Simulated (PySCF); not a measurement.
C4H9Br, SMILES CC(C)CBr, singlet at its GFN2-xTB optimised geometry (Å):

```
14

C      0.8762     0.2891    -1.2579
C      0.3203    -0.3716     0.0000
C      0.8759     0.2908     1.2572
C     -1.2027    -0.3716     0.0000
Br    -1.9614     1.4296     0.0000
H      0.4948    -0.1995    -2.1527
H      0.5963     1.3401    -1.2914
H      1.9614     0.2250    -1.2684
H      0.6162    -1.4296     0.0007
H      0.4899    -0.1928     2.1525
H      1.9608     0.2216     1.2710
H      0.6008     1.3431     1.2860
H     -1.5997    -0.8578     0.8908
H     -1.6000    -0.8583    -0.8903
```

Calculation: PySCF 2.14.0 with CAM-B3LYP/def2-TZVP. Cells within 0.4 Å of a nucleus heavier than hydrogen are left out (blank, or x).

Map of the deformation density (molecule minus spherical neutral atoms) (e/bohr³) on the plane z = 0.0 Å:

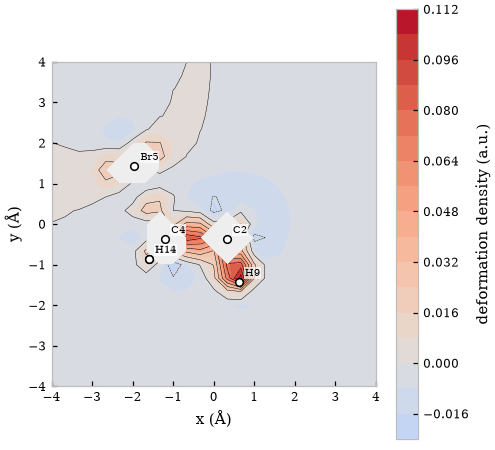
*Deformation density (molecule minus spherical neutral atoms) (e/bohr³) on the plane z = 0.0 Å.*
